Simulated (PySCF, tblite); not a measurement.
# C5H11FN+: a rotation path, then NMR shifts on frames, part 2 of 2

tblite 0.8.0 and PySCF 2.14.0. Atoms count from 0. Earlier steps stand in the parts before.

### Step 5. Shielding tensors: image 5, PBE0/pcSseg-1

The job: settings as JSON, then the geometry in Å.

```
{"job": {"kind": "nmr", "xc": "PBE0", "basis": "pcSseg-1", "pop": false}, "charge": 1, "multiplicity": 1}
C      2.160200     0.254100     0.251300
C      1.029100    -0.571500    -0.303600
C      0.005900     0.132900    -1.205600
C     -1.104300    -0.371300    -0.267000
C     -2.084600     0.678800     0.277200
F     -2.121800     1.742300    -0.569300
N     -0.064800    -0.839300     0.713000
H      2.717800    -0.299400     1.003200
H      2.845700     0.505600    -0.554000
H      1.797500     1.185300     0.681400
H      1.390000    -1.514400    -0.716300
H      0.104400     1.216400    -1.214600
H     -0.048000    -0.220800    -2.230700
H     -1.640100    -1.231400    -0.670000
H     -1.762000     1.067600     1.252000
H     -3.105400     0.292900     0.354600
H     -0.160500    -1.800400     1.052600
H      0.032100    -0.221000     1.527600
```

With the program's defaults for keys left out, this is: GIAO PBE0/pcSseg-1 NMR shielding, non-relativistic, gas phase.

Standard output:

```text
coarse grid: 14400 points
cycle   1  E = -350.9185892999  dE =  1.124e+00  |g| = 5.719e-01  |ddm| = 3.554e+00
cycle   2  E = -350.8754090863  dE =  4.318e-02  |g| = 8.023e-01  |ddm| = 1.293e+00
cycle   3  E = -350.9881846242  dE = -1.128e-01  |g| = 6.650e-02  |ddm| = 6.653e-01
cycle   4  E = -350.9888125319  dE = -6.279e-04  |g| = 3.050e-02  |ddm| = 6.693e-02
cycle   5  E = -350.9890067996  dE = -1.943e-04  |g| = 5.718e-03  |ddm| = 2.392e-02
cycle   6  E = -350.9890123373  dE = -5.538e-06  |g| = 1.865e-03  |ddm| = 4.482e-03
final grid: 137728 points
cycle   7  E = -351.0368120628  dE = -5.618e-05  |g| = 8.589e-03  |ddm| = 3.257e-02
cycle   8  E = -351.0368064794  dE =  5.583e-06  |g| = 1.028e-02  |ddm| = 1.374e-02
cycle   9  E = -351.0368300663  dE = -2.359e-05  |g| = 1.105e-03  |ddm| = 7.432e-03
cycle  10  E = -351.0368302449  dE = -1.786e-07  |g| = 2.793e-04  |ddm| = 9.649e-04
cycle  11  E = -351.0368302563  dE = -1.141e-08  |g| = 5.964e-05  |ddm| = 2.074e-04
cycle  12  E = -351.0368302570  dE = -6.593e-10  |g| = 2.125e-05  |ddm| = 6.442e-05
converged SCF energy = -351.0368302570

GIAO shielding tensors (ppm)
atom      isotropic    diamagn.    paramagn.     s11        s22        s33       span
  0 C      162.426     246.269     -83.843    147.153    154.502    185.623     38.469
  1 C      124.159     251.885    -127.726     85.411    120.722    166.345     80.934
  2 C      158.255     250.623     -92.368    142.178    148.216    184.373     42.196
  3 C      129.082     253.263    -124.181     99.333    129.179    158.735     59.402
  4 C      102.350     238.761    -136.411     74.551     88.579    143.918     69.367
  5 F      415.347     470.375     -55.028    364.786    387.837    493.419    128.633
  6 N      182.250     326.376    -144.126    147.358    191.224    208.167     60.809
  7 H       29.699      27.553       2.146     25.241     26.832     37.024     11.783
  8 H       29.429      27.019       2.410     25.305     26.113     36.869     11.564
  9 H       29.992      29.634       0.358     25.943     29.535     34.497      8.554
 10 H       26.748      30.823      -4.075     23.721     26.181     30.341      6.620
 11 H       28.484      30.738      -2.254     25.582     28.111     31.759      6.177
 12 H       28.673      30.067      -1.394     25.160     25.899     34.959      9.799
 13 H       26.723      30.836      -4.113     23.284     25.702     31.184      7.900
 14 H       27.120      28.150      -1.030     23.271     27.638     30.450      7.179
 15 H       25.991      26.119      -0.128     21.615     26.018     30.339      8.723
 16 H       26.443      31.129      -4.686     21.517     22.215     35.597     14.079
 17 H       28.019      33.038      -5.018     24.657     25.150     34.251      9.594
```

Wall time 21 s (1 thread of Arm Neoverse V1, shared host); peak memory 0.98 GiB.

In short: δ C4 84.6, C1 62.8, C3 57.8, C2 28.7, H15 5.73, H16 5.27 ppm.

### Step 6. Nuclear shieldings: image 6, PBE0/pcSseg-1

The job: settings as JSON, then the geometry in Å.

```
{"job": {"kind": "nmr", "xc": "PBE0", "basis": "pcSseg-1", "pop": false}, "charge": 1, "multiplicity": 1}
C      2.161500     0.235300     0.281000
C      1.028300    -0.567900    -0.301200
C      0.017600     0.163800    -1.196000
C     -1.101600    -0.361000    -0.281700
C     -2.070800     0.688100     0.275600
F     -2.357200     1.574400    -0.714100
N     -0.078000    -0.856900     0.697800
H      2.711100    -0.339700     1.022500
H      2.853300     0.499700    -0.514800
H      1.804600     1.159300     0.730700
H      1.385700    -1.502700    -0.734800
H      0.116100     1.247100    -1.178600
H     -0.025500    -0.164900    -2.229800
H     -1.646200    -1.200500    -0.716100
H     -1.617000     1.263700     1.093100
H     -3.018200     0.250100     0.605700
H     -0.182000    -1.824500     1.015500
H      0.009800    -0.257100     1.526900
```

Level: GIAO PBE0/pcSseg-1 NMR shielding, non-relativistic, gas phase.

Standard output:

```text
coarse grid: 14400 points
cycle   1  E = -350.9199059117  dE =  1.128e+00  |g| = 5.742e-01  |ddm| = 3.553e+00
cycle   2  E = -350.8740106966  dE =  4.590e-02  |g| = 8.139e-01  |ddm| = 1.330e+00
cycle   3  E = -350.9903769514  dE = -1.164e-01  |g| = 6.751e-02  |ddm| = 6.922e-01
cycle   4  E = -350.9910187731  dE = -6.418e-04  |g| = 3.122e-02  |ddm| = 6.750e-02
cycle   5  E = -350.9912232717  dE = -2.045e-04  |g| = 5.626e-03  |ddm| = 2.455e-02
cycle   6  E = -350.9912286668  dE = -5.395e-06  |g| = 1.836e-03  |ddm| = 4.549e-03
final grid: 137728 points
cycle   7  E = -351.0378141206  dE = -5.114e-05  |g| = 8.599e-03  |ddm| = 3.113e-02
cycle   8  E = -351.0378084557  dE =  5.665e-06  |g| = 1.029e-02  |ddm| = 1.381e-02
cycle   9  E = -351.0378321103  dE = -2.365e-05  |g| = 1.101e-03  |ddm| = 7.506e-03
cycle  10  E = -351.0378322912  dE = -1.809e-07  |g| = 2.602e-04  |ddm| = 9.813e-04
cycle  11  E = -351.0378323009  dE = -9.700e-09  |g| = 5.912e-05  |ddm| = 1.919e-04
cycle  12  E = -351.0378323015  dE = -6.401e-10  |g| = 2.118e-05  |ddm| = 5.958e-05
converged SCF energy = -351.0378323015

GIAO shielding tensors (ppm)
atom      isotropic    diamagn.    paramagn.     s11        s22        s33       span
  0 C      162.449     246.217     -83.768    147.250    154.459    185.638     38.388
  1 C      123.537     251.885    -128.348     84.526    119.750    166.335     81.809
  2 C      156.638     251.002     -94.364    140.270    147.308    182.336     42.066
  3 C      130.363     253.043    -122.680    100.614    128.430    162.044     61.429
  4 C      102.610     239.564    -136.954     73.087     87.354    147.390     74.302
  5 F      423.284     469.500     -46.216    379.400    405.237    485.214    105.814
  6 N      187.013     326.387    -139.374    156.315    193.641    211.083     54.768
  7 H       29.689      27.504       2.185     25.229     26.834     37.003     11.773
  8 H       29.421      27.008       2.413     25.297     26.114     36.851     11.554
  9 H       30.015      29.624       0.391     25.954     29.518     34.573      8.619
 10 H       26.720      30.816      -4.096     23.720     26.155     30.284      6.564
 11 H       28.716      30.982      -2.266     25.836     28.163     32.149      6.313
 12 H       28.585      30.158      -1.573     25.227     25.884     34.645      9.418
 13 H       26.750      30.650      -3.899     23.578     25.589     31.084      7.507
 14 H       27.095      28.503      -1.408     23.275     27.780     30.231      6.956
 15 H       26.038      26.364      -0.326     22.105     25.964     30.047      7.942
 16 H       26.554      31.043      -4.489     21.494     22.173     35.996     14.502
 17 H       28.018      32.965      -4.947     24.819     24.895     34.341      9.522
```

Wall time 21 s (1 thread of Arm Neoverse V1, shared host); peak memory 0.82 GiB.

Key values: δ C4 84.3, C1 63.4, C3 56.6, C2 30.3, H15 5.68, H16 5.16 ppm.

### Step 7. NMR shieldings: image 8, PBE0/pcSseg-1

The job: settings as JSON, then the geometry in Å.

```
{"job": {"kind": "nmr", "xc": "PBE0", "basis": "pcSseg-1", "pop": false}, "charge": 1, "multiplicity": 1}
C      2.159500     0.199100     0.343200
C      1.035200    -0.569900    -0.300000
C      0.061400     0.208700    -1.197200
C     -1.089400    -0.310200    -0.323000
C     -2.044600     0.725200     0.271000
F     -2.861000     1.153400    -0.726100
N     -0.105300    -0.883600     0.653000
H      2.687600    -0.407700     1.074800
H      2.873300     0.489600    -0.423800
H      1.798100     1.106400     0.822300
H      1.397600    -1.492500    -0.755000
H      0.193600     1.287200    -1.150700
H      0.029300    -0.094200    -2.238600
H     -1.675500    -1.096900    -0.803600
H     -1.514500     1.604500     0.657300
H     -2.682600     0.288400     1.049500
H     -0.236300    -1.865700     0.911000
H     -0.035000    -0.335200     1.517500
```

With the program's defaults for keys left out, this is: GIAO PBE0/pcSseg-1 NMR shielding, non-relativistic, gas phase.

Standard output:

```text
coarse grid: 14400 points
cycle   1  E = -350.9190889797  dE =  1.131e+00  |g| = 5.769e-01  |ddm| = 3.549e+00
cycle   2  E = -350.8717800186  dE =  4.731e-02  |g| = 8.220e-01  |ddm| = 1.361e+00
cycle   3  E = -350.9904015687  dE = -1.186e-01  |g| = 6.757e-02  |ddm| = 7.165e-01
cycle   4  E = -350.9910379648  dE = -6.364e-04  |g| = 3.186e-02  |ddm| = 6.802e-02
cycle   5  E = -350.9912525733  dE = -2.146e-04  |g| = 5.470e-03  |ddm| = 2.545e-02
cycle   6  E = -350.9912576828  dE = -5.110e-06  |g| = 1.803e-03  |ddm| = 4.532e-03
final grid: 137728 points
cycle   7  E = -351.0383318049  dE = -5.233e-05  |g| = 8.817e-03  |ddm| = 3.201e-02
cycle   8  E = -351.0383249210  dE =  6.884e-06  |g| = 1.085e-02  |ddm| = 1.408e-02
cycle   9  E = -351.0383501815  dE = -2.526e-05  |g| = 1.139e-03  |ddm| = 7.826e-03
cycle  10  E = -351.0383503823  dE = -2.008e-07  |g| = 2.623e-04  |ddm| = 1.047e-03
cycle  11  E = -351.0383503925  dE = -1.017e-08  |g| = 6.162e-05  |ddm| = 2.018e-04
cycle  12  E = -351.0383503932  dE = -7.133e-10  |g| = 2.126e-05  |ddm| = 5.986e-05
converged SCF energy = -351.0383503932

GIAO shielding tensors (ppm)
atom      isotropic    diamagn.    paramagn.     s11        s22        s33       span
  0 C      162.827     246.266     -83.439    148.045    154.661    185.776     37.731
  1 C      124.291     251.732    -127.441     86.116    119.522    167.234     81.118
  2 C      152.234     251.201     -98.967    134.744    146.345    175.612     40.868
  3 C      130.442     251.908    -121.466    102.340    125.804    163.182     60.842
  4 C      101.445     240.214    -138.768     72.261     84.473    147.602     75.340
  5 F      429.601     466.894     -37.292    385.720    425.839    477.245     91.525
  6 N      193.527     326.627    -133.100    169.963    189.616    221.001     51.037
  7 H       29.705      27.486       2.219     25.255     26.853     37.006     11.751
  8 H       29.433      27.006       2.427     25.280     26.111     36.907     11.627
  9 H       30.096      29.688       0.409     26.036     29.581     34.671      8.635
 10 H       26.731      30.701      -3.971     23.665     26.137     30.390      6.725
 11 H       29.074      31.231      -2.157     26.463     27.897     32.863      6.399
 12 H       28.304      30.116      -1.811     25.274     25.732     33.907      8.633
 13 H       26.873      30.373      -3.500     24.140     25.741     30.738      6.598
 14 H       26.674      28.364      -1.689     22.799     27.711     29.513      6.714
 15 H       26.441      27.078      -0.636     22.552     27.032     29.741      7.189
 16 H       26.600      30.995      -4.395     21.566     22.009     36.225     14.659
 17 H       28.046      33.084      -5.039     24.463     25.214     34.460      9.998
```

Run time: 20 s. Hardware: 1 thread of Arm Neoverse V1, shared host; peak memory 0.82 GiB.

In short: δ C4 85.5, C1 62.6, C3 56.5, C2 34.7, H15 5.28, H16 5.12 ppm.

### Step 8. Side by side: NMR shifts

Shifts (ppm) of some atoms, chosen among heavy atoms and hydrogens apart, with basis size and wall time:

```csv
frame,C1,C3,C2,H17,H11,F5,N6,functions,time
image 0,59.9,59.7,30.5,5.28,2.93,-268.1,72.3,174,21 s
image 2,60.5,61.7,27.5,4.22,3.38,-256.5,83.0,174,21 s
image 5,62.8,57.8,28.7,3.70,3.23,-244.4,85.5,174,21 s
image 6,63.4,56.6,30.3,3.70,3.00,-252.3,80.7,174,21 s
image 8,62.6,56.5,34.7,3.67,2.64,-258.7,74.2,174,20 s
```

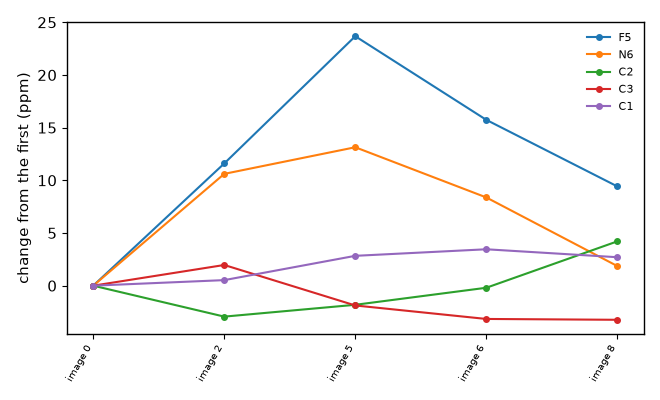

How five of the tabulated atoms move from run to run.

### Step 9. Outcome

The summary covers parts 1 to 2.

```
                                         quantity                                                                 value
                                          barrier                                    0.287 eV (6.6 kcal/mol) at image 5
                            end to end (GFN2-xTB)                                                              0.259 eV
  ¹³C shifts against TMS (PBE0/pcSseg-1, image 0)                                      82.7, 59.9, 59.7, 30.5, 22.3 ppm
   ¹H shifts against TMS (PBE0/pcSseg-1, image 0)  5.28, 5.21, 5.12, 4.89, 4.85, 4.69, 3.10, 2.93, 2.10, 1.92, 1.85 ppm
¹⁹F shifts against CFCl3 (PBE0/pcSseg-1, image 0)                                                            -268.1 ppm
  ¹⁵N shifts against NH3 (PBE0/pcSseg-1, image 0)                                                              72.3 ppm
                         range of the shift of F5                                                  -268.1 to -244.4 ppm
```

Along the band the dihedral turns by 136°, and the top (dihedral 128°) lies 6.6 kcal/mol above the start (GFN2-xTB, rough), so at room temperature this motion is fast. The top was not checked by a frequency run. Shifts at one fixed geometry are not the observed spectrum, which averages over the motion. Across the 5 runs the shift of F5 moves most, between -268.1 (image 0) and -244.4 ppm (image 5).
